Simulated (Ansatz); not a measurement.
# B2 (triplet): inputs that go wrong at distance B1–B2 = 1.280 Å

3 inputs are run for B2 (triplet) as typed; the log has to tell whether the result can be used and what must change.

Computed with Ansatz 0.2.0, Gaussian basis. Level: the settings change from run to run.

16 further runs of the same task are left out: 8 that didn't finish, 8 set aside as unsound or not needed.

### Step 1. The geometry

The geometry derives from a PBE0/def2-TZVP stationary point (not a proven minimum). One bond is set to the value named and the two fragments are kept rigid.

2 atoms, charge 0, spin multiplicity 3.

Atoms are counted from 1 here; the program's logs count them from 0.

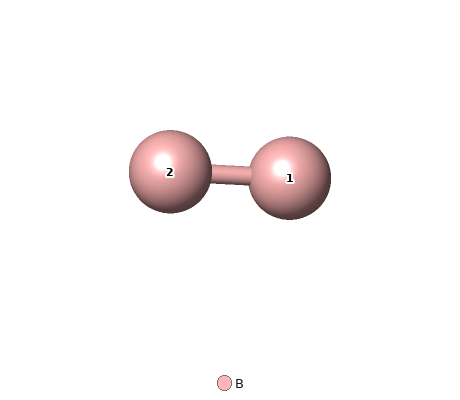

The structure; boron pink; atoms are numbered from 1 in the order of the file.

### Step 2. Attempt 1

in.yaml

```yaml
crystal:
  periodic: [false, false, false]
  atoms:
    - {symbol: B, position_ang: [0.000000, 0.000000, 0.000000]}
    - {symbol: B, position_ang: [0.000000, 0.000000, 1.280000]}
basis:
  gaussian: {orbitals: STO-3G}
magnetization: {spin_polarized: false, initial_magnetization: 2}
correlation: {method: fic_mrcisd_q_relaxed, electrons: outside_noble_gas, active_space: {window: {electrons: 2, orbitals: 5}, states: [{multiplicity: 3, weights: [1, 1, 1, 0.5]}]}}
accuracy: high
scf: {lower_state_search: off}
```

Run with:

```sh
$ ansatz run in.yaml --threads 1 --pin off --events-out ev --progress --plain --max-ram 2393MiB
```

The log of the run:

```text
Functional definition: HF
  name "HF"
  cite "Fock, Z. Phys. 61, 126 (1930) doi:10.1007/BF01340294"
  parent pbe
  exchange = exact_x
  correlation = 0
these checks for a lower state are left out or cut short: stability, starts, cluster_reference, orbital_swaps, neighbouring_geometries, increment
150 factors; integrals over basis functions are off by at most 1.4e-8 eV
mean field evaluation 1: about -1313.8102 eV, gradient 5.0e0 eV
mean field evaluation 2: about -1313.8220 eV, gradient 5.0e0 eV
mean field evaluation 4: about -1314.0143 eV, gradient 3.6e-1 eV
mean field evaluation 8: about -1314.0152 eV, gradient 1.3e-5 eV
mean field -1314.01517133 eV, -48.2891668749 hartree, gradient 1.5e-8 eV, S^2 2.000000; 0 other end points of the search recorded, 0 dependent functions left out
[... 1 line left out ...]
state -1314.86310815 eV, -48.3203279782 hartree
state -1314.80521724 eV, -48.3182005265 hartree
state -1312.30525893 eV, -48.2263287534 hartree
state -1305.95706183 eV, -47.9930368128 hartree
contracted CI cycle   1: correlation 0.00000000 eV, 0.0000000000 hartree, residual 9.10e0 eV
contracted CI cycle   2: correlation -2.18427018 eV, -0.0802704485 hartree, residual 2.89e0 eV
contracted CI cycle   3: correlation -2.47599948 eV, -0.0909913024 hartree, residual 1.27e0 eV
contracted CI cycle   4: correlation -2.53455325 eV, -0.0931431140 hartree, residual 4.53e-1 eV
contracted CI cycle   5: correlation -2.54194065 eV, -0.0934145959 hartree, residual 1.74e-1 eV
contracted CI cycle   6: correlation -2.54379867 eV, -0.0934828769 hartree, residual 1.17e-1 eV
contracted CI cycle   7: correlation -2.54464848 eV, -0.0935141067 hartree, residual 5.99e-2 eV
contracted CI cycle   8: correlation -2.54478806 eV, -0.0935192362 hartree, residual 2.02e-2 eV
contracted CI cycle   9: correlation -2.54480223 eV, -0.0935197572 hartree, residual 5.64e-3 eV
contracted CI cycle  10: correlation -2.54480325 eV, -0.0935197945 hartree, residual 1.45e-3 eV
contracted CI cycle  11: correlation -2.54480332 eV, -0.0935197970 hartree, residual 6.15e-4 eV
contracted CI cycle  12: correlation -2.54480333 eV, -0.0935197975 hartree, residual 2.18e-4 eV
contracted CI cycle  13: correlation -2.54480333 eV, -0.0935197976 hartree, residual 6.80e-5 eV
contracted CI cycle  14: correlation -2.54480333 eV, -0.0935197976 hartree, residual 1.83e-5 eV
contracted CI cycle  15: correlation -2.54480333 eV, -0.0935197976 hartree, residual 6.63e-6 eV
contracted CI cycle  16: correlation -2.54480333 eV, -0.0935197976 hartree, residual 1.93e-6 eV
contracted CI cycle  17: correlation -2.54480333 eV, -0.0935197976 hartree, residual 8.21e-7 eV
contracted CI cycle  18: correlation -2.54480333 eV, -0.0935197976 hartree, residual 4.35e-7 eV
contracted CI cycle  19: correlation -2.54480333 eV, -0.0935197976 hartree, residual 3.44e-7 eV
contracted CI cycle  20: correlation -2.54480333 eV, -0.0935197976 hartree, residual 1.71e-7 eV
state -1314.86310815 eV, -48.3203279782 hartree; corrected -1317.67063530 eV, -48.4235026981 hartree
contracted CI cycle   1: correlation 0.00000000 eV, 0.0000000000 hartree, residual 7.92e0 eV
contracted CI cycle   2: correlation -1.71313001 eV, -0.0629563665 hartree, residual 2.36e0 eV
contracted CI cycle   3: correlation -1.90226577 eV, -0.0699069776 hartree, residual 7.07e-1 eV
contracted CI cycle   4: correlation -1.91783795 eV, -0.0704792448 hartree, residual 2.33e-1 eV
contracted CI cycle   5: correlation -1.92071198 eV, -0.0705848634 hartree, residual 1.78e-1 eV
contracted CI cycle   6: correlation -1.92724597 eV, -0.0708249831 hartree, residual 2.73e-1 eV
contracted CI cycle   7: correlation -1.93371777 eV, -0.0710628172 hartree, residual 1.87e-1 eV
contracted CI cycle   8: correlation -1.93477299 eV, -0.0711015958 hartree, residual 3.62e-2 eV
contracted CI cycle   9: correlation -1.93481259 eV, -0.0711030512 hartree, residual 7.75e-3 eV
contracted CI cycle  10: correlation -1.93481573 eV, -0.0711031666 hartree, residual 3.49e-3 eV
[... 294 lines left out ...]
contracted CI cycle 254: correlation -3.24859591 eV, -0.1193836975 hartree, residual 5.30e0 eV
contracted CI cycle 255: correlation -3.24859255 eV, -0.1193835742 hartree, residual 5.30e0 eV
contracted CI cycle 256: correlation -3.24860647 eV, -0.1193840859 hartree, residual 5.30e0 eV
contracted CI cycle 257: correlation -3.24860312 eV, -0.1193839627 hartree, residual 5.30e0 eV
contracted CI cycle 258: correlation -3.24861689 eV, -0.1193844688 hartree, residual 5.30e0 eV
contracted CI cycle 259: correlation -3.24861354 eV, -0.1193843458 hartree, residual 5.30e0 eV
contracted CI cycle 260: correlation -3.24862717 eV, -0.1193848464 hartree, residual 5.30e0 eV
contracted CI cycle 261: correlation -3.24862382 eV, -0.1193847235 hartree, residual 5.30e0 eV
contracted CI cycle 262: correlation -3.24863730 eV, -0.1193852188 hartree, residual 5.30e0 eV
contracted CI cycle 263: correlation -3.24863396 eV, -0.1193850960 hartree, residual 5.30e0 eV
contracted CI cycle 264: correlation -3.24864730 eV, -0.1193855861 hartree, residual 5.30e0 eV
contracted CI cycle 265: correlation -3.24864396 eV, -0.1193854635 hartree, residual 5.30e0 eV
contracted CI cycle 266: correlation -3.24865715 eV, -0.1193859484 hartree, residual 5.30e0 eV
contracted CI cycle 267: correlation -3.24865382 eV, -0.1193858258 hartree, residual 5.30e0 eV
contracted CI cycle 268: correlation -3.24866688 eV, -0.1193863057 hartree, residual 5.30e0 eV
contracted CI cycle 269: correlation -3.24866355 eV, -0.1193861833 hartree, residual 5.30e0 eV
contracted CI cycle 270: correlation -3.24867647 eV, -0.1193866583 hartree, residual 5.30e0 eV
contracted CI cycle 271: correlation -3.24867314 eV, -0.1193865360 hartree, residual 5.29e0 eV
contracted CI cycle 272: correlation -3.24868593 eV, -0.1193870061 hartree, residual 5.29e0 eV
contracted CI cycle 273: correlation -3.24868261 eV, -0.1193868839 hartree, residual 5.29e0 eV
contracted CI cycle 274: correlation -3.24869527 eV, -0.1193873492 hartree, residual 5.29e0 eV
contracted CI cycle 275: correlation -3.24869195 eV, -0.1193872272 hartree, residual 5.29e0 eV
contracted CI cycle 276: correlation -3.24870449 eV, -0.1193876878 hartree, residual 5.29e0 eV
contracted CI cycle 277: correlation -3.24870117 eV, -0.1193875659 hartree, residual 5.29e0 eV
contracted CI cycle 278: correlation -3.24871358 eV, -0.1193880220 hartree, residual 5.29e0 eV
contracted CI cycle 279: correlation -3.24871026 eV, -0.1193879001 hartree, residual 5.29e0 eV
contracted CI cycle 280: correlation -3.24872255 eV, -0.1193883517 hartree, residual 5.29e0 eV
contracted CI cycle 281: correlation -3.24871924 eV, -0.1193882300 hartree, residual 5.29e0 eV
contracted CI cycle 282: correlation -3.24873141 eV, -0.1193886772 hartree, residual 5.29e0 eV
contracted CI cycle 283: correlation -3.24872810 eV, -0.1193885555 hartree, residual 5.29e0 eV
contracted CI cycle 284: correlation -3.24874015 eV, -0.1193889984 hartree, residual 5.29e0 eV
contracted CI cycle 285: correlation -3.24873684 eV, -0.1193888768 hartree, residual 5.29e0 eV
contracted CI cycle 286: correlation -3.24874878 eV, -0.1193893154 hartree, residual 5.29e0 eV
contracted CI cycle 287: correlation -3.24874547 eV, -0.1193891939 hartree, residual 5.29e0 eV
contracted CI cycle 288: correlation -3.24875729 eV, -0.1193896284 hartree, residual 5.29e0 eV
contracted CI cycle 289: correlation -3.24875399 eV, -0.1193895070 hartree, residual 5.29e0 eV
contracted CI cycle 290: correlation -3.24876570 eV, -0.1193899373 hartree, residual 5.29e0 eV
contracted CI cycle 291: correlation -3.24876240 eV, -0.1193898160 hartree, residual 5.29e0 eV
contracted CI cycle 292: correlation -3.24877400 eV, -0.1193902423 hartree, residual 5.29e0 eV
contracted CI cycle 293: correlation -3.24877070 eV, -0.1193901211 hartree, residual 5.29e0 eV
contracted CI cycle 294: correlation -3.24878219 eV, -0.1193905435 hartree, residual 5.29e0 eV
contracted CI cycle 295: correlation -3.24877890 eV, -0.1193904223 hartree, residual 5.29e0 eV
contracted CI cycle 296: correlation -3.24879028 eV, -0.1193908408 hartree, residual 5.29e0 eV
contracted CI cycle 297: correlation -3.24878699 eV, -0.1193907197 hartree, residual 5.29e0 eV
contracted CI cycle 298: correlation -3.24879827 eV, -0.1193911344 hartree, residual 5.29e0 eV
contracted CI cycle 299: correlation -3.24879498 eV, -0.1193910133 hartree, residual 5.29e0 eV
contracted CI cycle 300: correlation -3.24880616 eV, -0.1193914243 hartree, residual 5.29e0 eV
state -1305.95706183 eV, -47.9930368128 hartree; corrected -1310.93340269 eV, -48.1759139664 hartree
WARN: the results are in doubt because the states' residual is 5.3e0 eV, above 3.9e-5 eV
Total energy: -1316.72065873 eV, -48.3885917032 hartree
In doubt: the states' residual is 5.3e0 eV, above 3.9e-5 eV
Checks for a lower state left out: stability, starts, cluster_reference, orbital_swaps, neighbouring_geometries, increment
```

Run time: 3 s. Hardware: 1 thread of Arm Neoverse V1, shared host.

What is wrong: The run did not converge.

### Step 3. Attempt 2

in.yaml

```yaml
crystal:
  periodic: [false, false, false]
  atoms:
    - {symbol: B, position_ang: [0.000000, 0.000000, 0.000000]}
    - {symbol: B, position_ang: [0.000000, 0.000000, 1.280000]}
basis:
  gaussian: {orbitals: cc-pVDZ, fitting: {mean_field: def2-universal-jkfit}}
magnetization: {spin_polarized: false, initial_magnetization: 3}
correlation: {method: fic_mrcisd_q_relaxed, electrons: valence, active_space: {window: {electrons: 2, orbitals: 5}, states: [{multiplicity: 3, weights: [0.5, 1, 1, 1]}]}}
accuracy: high
```

The command is unchanged.

The log of the run:

```text
Error: a molecule whose nuclei and cores have a total charge of 10 cannot have a net charge of 0 together with 3 unpaired electrons
```

Wall time 0.03 s (1 thread of Arm Neoverse V1, shared host).

Diagnosis: The run was refused. The number of unpaired electrons doesn't fit the electron count. Fix: make charge and initial_magnetization agree.

### Step 4. Attempt 3

in.yaml

```yaml
crystal:
  periodic: [false, false, false]
  atoms:
    - {symbol: B, position_ang: [0.000000, 0.000000, 0.000000]}
    - {symbol: B, position_ang: [0.000000, 0.000000, 1.280000]}
basis:
  gaussian: {orbitals: cc-pVDZ, fitting: {mean_field: def2-universal-jkfit}}
magnetization: {spin_polarized: false, initial_magnetization: 2}
correlation: {active_space: {window: {electrons: 4, orbitals: 4}, states: [{multiplicity: 3, weights: [0]}]}}
accuracy: high
scf: {lower_state_search: full}
```

Launched as before.

The log of the run:

```text
Error: set 0 asks for 1 states and needs as many positive weights; it has [0.0]
```

Wall time 0.03 s (1 thread of Arm Neoverse V1, shared host).

What is wrong: The run was refused. The list of states asked for (weights, spin or count) can't be met. Fix: mend what the message names.

### Step 5. How the runs ended

```tsv
attempt	level	ended	cause	time
1	MRCISD+Q(relaxed)(2,5)/STO-3G	not converged	see the log	3 s
2	MRCISD+Q(relaxed)(2,5)/cc-pVDZ	refused	the number of unpaired electrons doesn't fit the electron count	0.03 s
3	CASSCF(4,4)/cc-pVDZ	refused	the list of states asked for (weights, spin or count) can't be met	0.03 s
```

1 not converged, 2 refused.
